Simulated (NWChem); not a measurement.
**B3LYP/6-31G(d) (spherical functions) run of Si3H8 (trisilane)**

Aim: the vertical ionisation energy of Si3H8 (trisilane) at B3LYP/6-31G* (spherical functions), from 2 runs. 

The results are computed with NWChem 7.3.0.

## Step 1: The molecule

Si3H8: 11 atoms, total charge 0, spin state singlet. As SMILES, `[SiH3][SiH2][SiH3]`. The shape is that of a PBE0-D4/def2-TZVP optimisation.

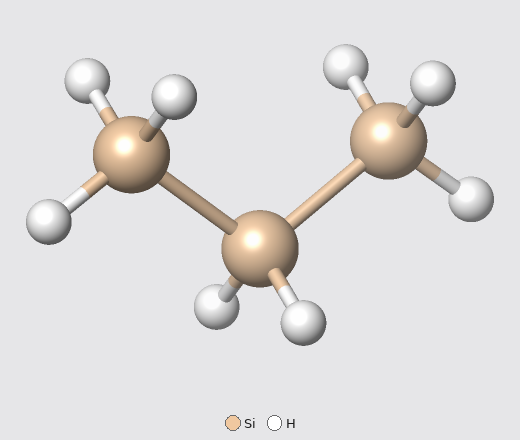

Viewed from a chosen angle; silicon light orange, hydrogen white.

## Step 2: The energy at B3LYP/6-31G(d) (spherical functions)

Input file h8si3.nw:

```
start h8si3
memory stack 880 mb heap 220 mb global 1100 mb
geometry units angstroms noautosym nocenter noautoz
  Si      -1.292570       1.366730      -0.525270
  Si      -0.462570      -0.807300      -0.296320
  Si       1.631930      -0.774400       0.742750
  H       -2.625850       1.367720      -1.185120
  H       -0.354030       2.180440      -1.344070
  H       -1.422540       2.000090       0.814640
  H       -0.343400      -1.440160      -1.640160
  H       -1.410380      -1.620800       0.516390
  H        1.515950      -0.154940       2.090430
  H        2.583820       0.031780      -0.068050
  H        2.179610      -2.149160       0.894770
end
basis spherical bse
  Si library 6-31G*
  H library 6-31G*
end
dft
  xc b3lyp
  grid fine
  convergence energy 1e-08
  maxiter 100
  mulliken
  print low
end
task dft energy
```

Launch:

```
nwchem h8si3.nw > h8si3.out
```

Output:

```text
[...]
 d= 0,ls=0.0,diis     1   -873.2474505763 -1.07D+03  7.94D-03  1.85D-01     3.3
[...]
 d= 0,ls=0.0,diis     8   -873.2774010905 -9.90D-10  1.81D-07  6.88D-11    19.9
         Total DFT energy =     -873.277401090546
      One electron energy =    -1593.372837146447
           Coulomb energy =      592.769257740148
    Exchange-Corr. energy =      -65.791672789987
 Nuclear repulsion energy =      193.117851105740
[...]
      Total Density - Mulliken Population Analysis
     ---------------------------------------------
    Atom       Charge   Shell Charges
 -----------   ------   -------------------------------------------------------
    1 Si  14    13.82   2.00  2.00  5.96  1.02  1.99  0.30  0.43  0.12
    2 Si  14    13.94   2.00  2.00  5.96  1.02  2.03  0.34  0.48  0.11
    3 Si  14    13.82   2.00  2.00  5.96  1.02  1.99  0.30  0.43  0.12
    4 H    1     1.05   0.51  0.54
    5 H    1     1.05   0.51  0.55
    6 H    1     1.05   0.51  0.55
    7 H    1     1.05   0.50  0.54
    8 H    1     1.05   0.50  0.54
    9 H    1     1.05   0.51  0.55
   10 H    1     1.05   0.51  0.55
[...]
```

Run time: 21 s. Hardware: 1 thread of Intel Xeon Platinum 8259CL at 2.50GHz (Skylake/Cascade Lake), shared host; peak memory 0.12 GiB.

## Step 3: The doublet cation, same level

Input file sp.nw:

```
start sp
memory total 2200 mb
charge 1
geometry units angstroms noautosym nocenter noautoz
   Si    -1.292570     1.366730    -0.525270
   Si    -0.462570    -0.807300    -0.296320
   Si     1.631930    -0.774400     0.742750
   H     -2.625850     1.367720    -1.185120
   H     -0.354030     2.180440    -1.344070
   H     -1.422540     2.000090     0.814640
   H     -0.343400    -1.440160    -1.640160
   H     -1.410380    -1.620800     0.516390
   H      1.515950    -0.154940     2.090430
   H      2.583820     0.031780    -0.068050
   H      2.179610    -2.149160     0.894770
end
basis "ao basis" spherical bse
   * library 6-31G*
end
dft
   xc b3lyp
   mult 2
   grid fine
   convergence energy 1e-08
   iterations 100
   mulliken
   print low
end
task dft
```

Launch:

```
nwchem sp.nw > sp.out
```

Output:

```text
[...]
 d= 0,ls=0.0,diis     1   -872.8690020823 -1.07D+03  4.28D-03  1.27D-01     4.3
[...]
 d= 0,ls=0.0,diis    11   -872.9156873871 -3.86D-10  7.50D-08  1.11D-11    39.8
[...]
         Total DFT energy =     -872.915687387081
      One electron energy =    -1582.662477386117
           Coulomb energy =      582.118069297644
    Exchange-Corr. energy =      -65.489130404347
 Nuclear repulsion energy =      193.117851105740
[...]
      Total Density - Mulliken Population Analysis
     ---------------------------------------------
    Atom       Charge   Shell Charges
 -----------   ------   -------------------------------------------------------
    1 Si  14    13.69   2.00  2.00  5.96  1.08  1.97  0.28  0.27  0.12
    2 Si  14    13.84   2.00  2.00  5.96  1.12  1.98  0.33  0.36  0.11
    3 Si  14    13.69   2.00  2.00  5.96  1.08  1.97  0.28  0.27  0.12
    4 H    1     0.96   0.49  0.47
    5 H    1     0.98   0.50  0.48
    6 H    1     0.98   0.50  0.48
    7 H    1     0.97   0.50  0.47
    8 H    1     0.97   0.50  0.47
    9 H    1     0.98   0.50  0.48
   10 H    1     0.98   0.50  0.48
[...]
      <S2> =      0.7548 (Exact =     0.7500)
[...]
```

Run time: 41 s. Hardware: 1 thread of Intel Xeon Platinum 8259CL at 2.50GHz (Skylake/Cascade Lake), shared host; peak memory 0.12 GiB.

## Step 4: Outcome

Level: B3LYP/6-31G* (spherical functions).

| quantity | value |
| --- | --- |
| singlet Si3H8: total energy | -873.27740 Eh |
| doublet cation: total energy | -872.91569 Eh |
| doublet cation: ⟨S²⟩ | 0.755 |
| vertical ionisation energy (to the doublet cation) | 9.843 eV |

What this shows: Removing an electron at fixed nuclei costs 9.84 eV (950 kJ/mol).
